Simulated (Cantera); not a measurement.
Charge: 1 mol Fe, 4.7 mol CO, 40 mol H2, held at 1698.15 K.

These are equilibrium values from Cantera (NASA tables, ideal gas, pure condensed phases), not measurements of a reactor. Candidate condensed phases: C, C6H6, C7H8, C8H18, Fe, Fe(CO)5, FeO, Fe(OH)2, Fe(OH)3, Fe2O3, Fe3O4, H2O; 114 gas species. The numbers say what is thermodynamically allowed, not how fast it happens.

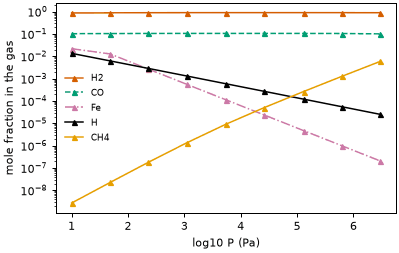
*Equilibrium gas composition (values under 1e-9 drawn at 1e-9)*

At 0.000100 bar nothing is condensed. From 0.000480 bar to 30.0 bar the condensed part is Fe(δ). The main Fe-bearing gas is Fe throughout.
